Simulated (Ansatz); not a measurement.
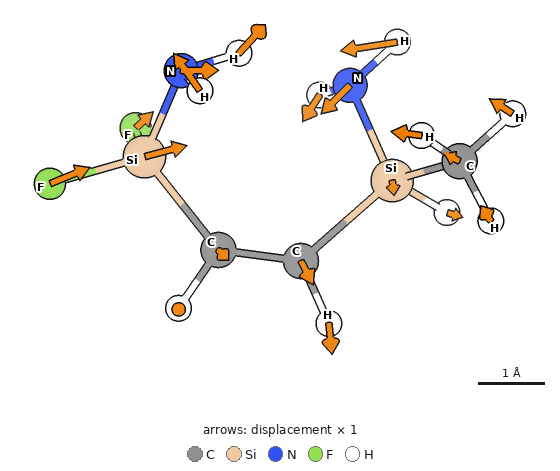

A relaxation of C3H10F2N2Si2 (coarse preliminary run). The starting structure is drawn; orange arrows show the displacements, at their true length. The two geometries are superimposed by the best rigid fit.

A ball-and-stick model, seen at a tilt.

The start comes from a force field.

These are results of Ansatz, RKS PBE-D4/def2-SVP, not measurements. (force threshold 0.03 eV/Å; at most 200 steps)

What happened in the run?

An H atom moves most after the best rigid fit: 0.92 Å. By element the largest moves are H 0.92 Å, Si 0.69 Å, F 0.69 Å, N 0.68 Å, C 0.47 Å. Near-neighbour distances that change, for instance: N–Si 3.443 → 2.295 Å, Si–Si 3.839 → 3.287 Å, N–Si 1.686 → 1.802 Å, C–Si 1.782 → 1.880 Å. Bond angles that change, for instance: Si–N–H 106.8° → 125.6°, Si–C–C 131.3° → 115.6°, Si–C–H 108.6° → 123.6°. After 23 accepted moves (25 points after the start) the energy has fallen by 1.023 eV. The largest force component goes from 3.6 to 0.015 eV/Å. The line search rejected the trial steps at points 10, 19 of the run. The run took about 100 s of wall time on a shared GPU.
